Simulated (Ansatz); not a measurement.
# H4OSi: interaction energy of a dimer with the counterpoise correction in Python

How strongly do two molecules of H4OSi bind, and how much of that is basis error? Aim: the interaction energy of a dimer with the counterpoise correction, for H4OSi, run from a script.

All numbers are computed with Ansatz 0.2.0, driven from Python. Level of theory: PBE/def2-SVP.

## (1) The structure

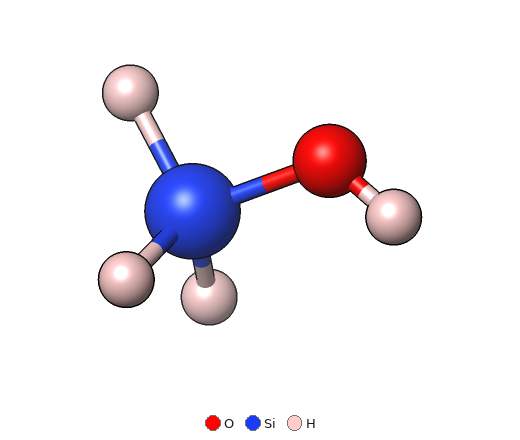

The starting structure, viewed from a chosen angle; oxygen red, silicon blue, hydrogen pink.

The script holds or builds the structure itself.

## (2) The script

The input, dimer_h4osi.py:

```python
"""Interaction energy of two H4OSi molecules, with the counterpoise correction."""

import ansatz as az

FIRST = [
    ("O", (0.6099, -0.9822, 0.3985)),
    ("Si", (-0.0571, 0.3744, -0.1976)),
    ("H", (0.1066, -1.6224, 0.8918)),
    ("H", (-1.1317, 0.0436, -1.1349)),
    ("H", (1.0841, 1.0, -0.8452)),
    ("H", (-0.6118, 1.1866, 0.8873)),
]
SECOND = [
    ("O", (-1.2224, 4.5879, -3.1687)),
    ("Si", (-0.4459, 3.2927, -2.5686)),
    ("H", (-1.011, 4.9588, -4.0197)),
    ("H", (-0.6185, 2.1403, -3.4547)),
    ("H", (-1.1097, 3.1232, -1.2864)),
    ("H", (0.9848, 3.5748, -2.4361)),
]

def energy(atoms, ghosts=()):
    molecule = az.Crystal.molecule()
    for symbol, xyz in atoms:
        molecule = molecule.atom(symbol, xyz)
    calc = (
        molecule.calculation()
        .basis(gaussian="def2-SVP")
        .functional("PBE")
    )
    deck = calc.input()
    if ghosts:
        deck = deck.set(az.key.basis.gaussian.ghost_atoms, [{"symbol": s, "position_ang": list(xyz)} for s, xyz in ghosts])
    return az.Session.from_dict(deck).plan().execute().report["free_energy_ev"]

# monomers in their own basis and in the basis of the dimer
both = energy(FIRST + SECOND)
alone = energy(FIRST) + energy(SECOND)
ghosted = energy(FIRST, SECOND) + energy(SECOND, FIRST)
print(f"dimer {both:.6f} eV")
print(f"interaction, uncorrected   {96.485332 * (both - alone):8.3f} kJ/mol")
print(f"interaction, counterpoise  {96.485332 * (both - ghosted):8.3f} kJ/mol")
print(f"basis-set superposition    {96.485332 * (alone - ghosted):8.3f} kJ/mol")
```

## (3) The calls as engine input

The package turns the script's settings into the engine's input (first run):

```yaml
crystal:
  periodic: [false, false, false]
  atoms:
    - { symbol: O, position_ang: [0.6099, -0.9822, 0.3985] }
    - { symbol: Si, position_ang: [-0.0571, 0.3744, -0.1976] }
    - { symbol: H, position_ang: [0.1066, -1.6224, 0.8918] }
    - { symbol: H, position_ang: [-1.1317, 0.0436, -1.1349] }
    - { symbol: H, position_ang: [1.0841, 1.0, -0.8452] }
    - { symbol: H, position_ang: [-0.6118, 1.1866, 0.8873] }
    - { symbol: O, position_ang: [-1.2224, 4.5879, -3.1687] }
    - { symbol: Si, position_ang: [-0.4459, 3.2927, -2.5686] }
    - { symbol: H, position_ang: [-1.011, 4.9588, -4.0197] }
    - { symbol: H, position_ang: [-0.6185, 2.1403, -3.4547] }
    - { symbol: H, position_ang: [-1.1097, 3.1232, -1.2864] }
    - { symbol: H, position_ang: [0.9848, 3.5748, -2.4361] }
basis:
  gaussian:
    orbitals: def2-SVP
hamiltonian:
  xc: pbe
```

## (4) Launch

Started as:

```console
$ python dimer_h4osi.py
```

The program printed:

```text
dimer -19959.211391 eV
interaction, uncorrected     -4.160 kJ/mol
interaction, counterpoise    -1.095 kJ/mol
basis-set superposition       3.066 kJ/mol
```

Wall time 7.9 s (1 thread of Intel Xeon Platinum 8259CL at 2.50GHz (Skylake/Cascade Lake), shared host); peak memory 0.19 GiB.

## (5) What changed from run to run

The engine's inputs for some of the other runs:

Run 2, against run 1:

```diff
@@ -10,6 +9,0 @@
-    - { symbol: O, position_ang: [-1.2224, 4.5879, -3.1687] }
-    - { symbol: Si, position_ang: [-0.4459, 3.2927, -2.5686] }
-    - { symbol: H, position_ang: [-1.011, 4.9588, -4.0197] }
-    - { symbol: H, position_ang: [-0.6185, 2.1403, -3.4547] }
-    - { symbol: H, position_ang: [-1.1097, 3.1232, -1.2864] }
-    - { symbol: H, position_ang: [0.9848, 3.5748, -2.4361] }
```

Run 3, against run 1:

```diff
@@ -4,6 +3,0 @@
-    - { symbol: O, position_ang: [0.6099, -0.9822, 0.3985] }
-    - { symbol: Si, position_ang: [-0.0571, 0.3744, -0.1976] }
-    - { symbol: H, position_ang: [0.1066, -1.6224, 0.8918] }
-    - { symbol: H, position_ang: [-1.1317, 0.0436, -1.1349] }
-    - { symbol: H, position_ang: [1.0841, 1.0, -0.8452] }
-    - { symbol: H, position_ang: [-0.6118, 1.1866, 0.8873] }
```

Run 5, against run 1:

```diff
@@ -4,6 +3,0 @@
-    - { symbol: O, position_ang: [0.6099, -0.9822, 0.3985] }
-    - { symbol: Si, position_ang: [-0.0571, 0.3744, -0.1976] }
-    - { symbol: H, position_ang: [0.1066, -1.6224, 0.8918] }
-    - { symbol: H, position_ang: [-1.1317, 0.0436, -1.1349] }
-    - { symbol: H, position_ang: [1.0841, 1.0, -0.8452] }
-    - { symbol: H, position_ang: [-0.6118, 1.1866, 0.8873] }
@@ -18,0 +13,7 @@
+    ghost_atoms:
+      - { symbol: O, position_ang: [0.6099, -0.9822, 0.3985] }
+      - { symbol: Si, position_ang: [-0.0571, 0.3744, -0.1976] }
+      - { symbol: H, position_ang: [0.1066, -1.6224, 0.8918] }
+      - { symbol: H, position_ang: [-1.1317, 0.0436, -1.1349] }
+      - { symbol: H, position_ang: [1.0841, 1.0, -0.8452] }
+      - { symbol: H, position_ang: [-0.6118, 1.1866, 0.8873] }
```

## (6) Run by run

One row for each of the 5 runs:

| run | system | ghost atoms | energy (eV) | SCF cycles | CPU time (s) |
| --- | --- | --- | --- | --- | --- |
| 1 | H8O2Si2 | not set | -19959.2114 | 16 | 2.3 |
| 2 | H4OSi | not set | -9979.5841 | 12 | 0.6 |
| 3 | H4OSi | not set | -9979.5842 | 12 | 0.6 |
| 4 | H4OSi | a list of 6 | -9979.6006 | 12 | 1.8 |
| 5 | H4OSi | a list of 6 | -9979.5994 | 12 | 2 |

Totals carry meaning only in balanced differences at one level of theory.

## (7) Outcome

| quantity | value |
| --- | --- |
| interaction energy, uncorrected | -4.160 kJ/mol |
| interaction energy, counterpoise | -1.095 kJ/mol |
| runs compared | 5 |

**Reading.** The counterpoise correction takes away 74 % of the apparent binding. Uncorrected it is -4.160 kJ/mol, with the counterpoise correction -1.095 kJ/mol; the difference, 3.07 kJ/mol, is the superposition error. Caveats:
- The dimer is a generated trial pose of unrelaxed monomers, not a minimum, so the figure is no binding energy, and the basis set is small.
- This level lacks the dispersion part of the attraction (electrostatics and induction are there), which can decide the sign where the interaction is weak.
